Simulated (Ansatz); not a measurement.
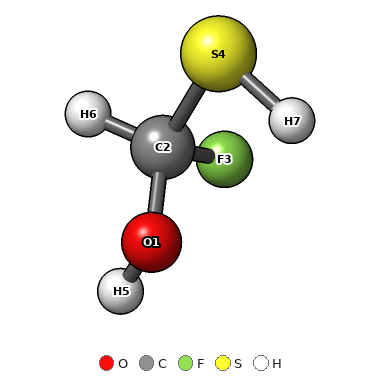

The system is CH₃FOS (SMILES OC(F)S) with the probe Br-; the picture shows it without the atoms that are moved over the map. The probe is moved over a plane parallel to the molecule's main plane, 3.67 Å above it. Coordinates scanned: (1) x of the probe's Br atom; (2) y of the probe's Br atom. Nothing is relaxed (molecule and probe rigid). The scan uses a 13 × 13 grid. Points are written as (first, second). Energies: kJ/mol, counted from the lowest grid point. These are results of Ansatz 0.2.0, RKS PBE0-D4/def2-SVPD, not measurements.

Range: x of the probe's Br atom from −2.88 to 2.88 Å; y of the probe's Br atom from −2.88 to 2.88 Å.

**Predict the map.**

The lowest grid point is at (1.44 Å, 0.96 Å) [nearest 1 H at 2.38 Å]. It is the only kind of minimum in the scanned range. The highest grid point, (−1.44 Å, −2.88 Å), lies 50.3 kJ/mol above the lowest. Near the minimum the curvatures are about 0.13 and 0.22 eV/Å² along the soft and the stiff direction.

| y of the probe's Br atom ↓, x of the probe's Br atom → | −2.88 | −2.40 | −1.92 | −1.44 | −0.96 | −0.48 | 0.00 | 0.48 | 0.96 | 1.44 | 1.92 | 2.40 | 2.88 |
| --- | --- | --- | --- | --- | --- | --- | --- | --- | --- | --- | --- | --- | --- |
| 2.88 | 33.8 | 34.5 | 35.5 | 36.2 | 36.3 | 35.4 | 33.6 | 31.2 | 29.0 | 27.7 | 27.6 | 28.5 | 30.2 |
| 2.40 | 33.2 | 33.9 | 34.9 | 35.5 | 35.1 | 33.1 | 29.7 | 25.7 | 22.2 | 20.3 | 20.4 | 22.1 | 24.8 |
| 1.92 | 32.9 | 33.7 | 34.7 | 35.0 | 33.8 | 30.4 | 25.0 | 19.1 | 14.3 | 11.9 | 12.3 | 14.9 | 18.9 |
| 1.44 | 33.2 | 34.0 | 34.8 | 34.6 | 32.5 | 27.5 | 20.3 | 12.6 | 6.8 | 4.3 | 5.0 | 8.4 | 13.4 |
| 0.96 | 34.1 | 34.8 | 35.3 | 34.6 | 31.6 | 25.4 | 16.8 | 8.3 | 2.3 | 0.0 | 1.0 | 4.5 | 9.9 |
| 0.48 | 35.5 | 36.1 | 36.3 | 35.3 | 31.6 | 24.9 | 16.0 | 7.7 | 2.3 | 0.5 | 1.4 | 4.4 | 9.2 |
| 0.00 | 37.5 | 38.0 | 38.1 | 36.9 | 33.2 | 26.7 | 18.5 | 11.1 | 6.5 | 5.0 | 5.6 | 7.7 | 11.5 |
| −0.48 | 39.7 | 40.4 | 40.5 | 39.4 | 36.2 | 30.6 | 23.6 | 17.2 | 13.3 | 11.8 | 12.0 | 13.3 | 16.1 |
| −0.96 | 42.1 | 42.8 | 43.2 | 42.5 | 40.0 | 35.6 | 30.0 | 24.8 | 21.2 | 19.6 | 19.2 | 19.9 | 21.8 |
| −1.44 | 44.2 | 45.1 | 45.7 | 45.4 | 43.7 | 40.6 | 36.4 | 32.2 | 29.1 | 27.3 | 26.6 | 26.8 | 28.0 |
| −1.92 | 45.9 | 46.9 | 47.6 | 47.7 | 46.7 | 44.6 | 41.7 | 38.6 | 36.1 | 34.4 | 33.4 | 33.3 | 33.8 |
| −2.40 | 47.3 | 48.2 | 49.0 | 49.3 | 48.8 | 47.5 | 45.6 | 43.4 | 41.5 | 40.0 | 39.1 | 38.6 | 38.7 |
| −2.88 | 48.2 | 49.2 | 49.9 | 50.3 | 50.2 | 49.5 | 48.3 | 46.8 | 45.5 | 44.3 | 43.4 | 42.8 | 42.5 |

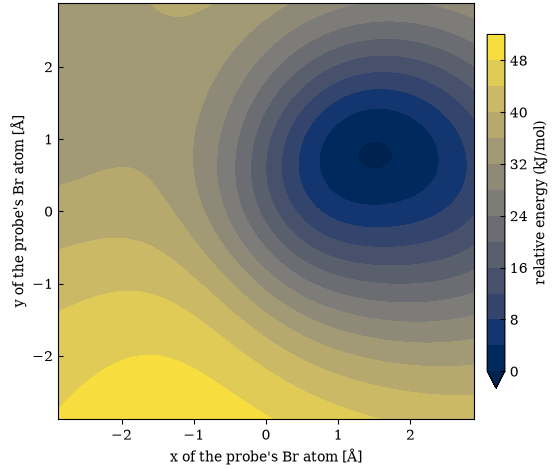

The picture shows filled contours. Between grid points the surface is interpolated.

Time for the 169 points that were run: 54 min on 1 thread of Arm Neoverse N1 (shared host).
